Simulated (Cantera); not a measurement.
Charge: 1 mol Si, 3.7 mol HCl, 1.7 mol H₂, held at 1 atm.

Method: chemical equilibrium by Gibbs-energy minimisation in Cantera with the NASA 1993 tables (ideal gas, pure condensed phases). Candidate condensed phases: Si; 19 gas species. The tables' values for SiCl₃ are old estimates; treat these amounts as uncertain. Rates play no part.

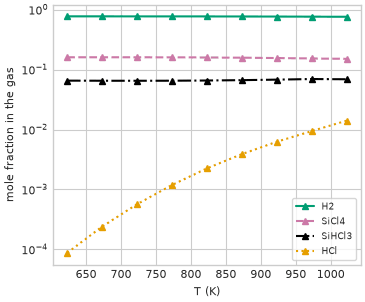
Figure. Equilibrium gas composition (values under 1e-9 drawn at 1e-9)

### Question
Read off the mole fractions at 873 K.

### Answer
H₂ about 0.77, SiCl₄ about 0.16, SiHCl₃ about 0.067, HCl about 0.0039.
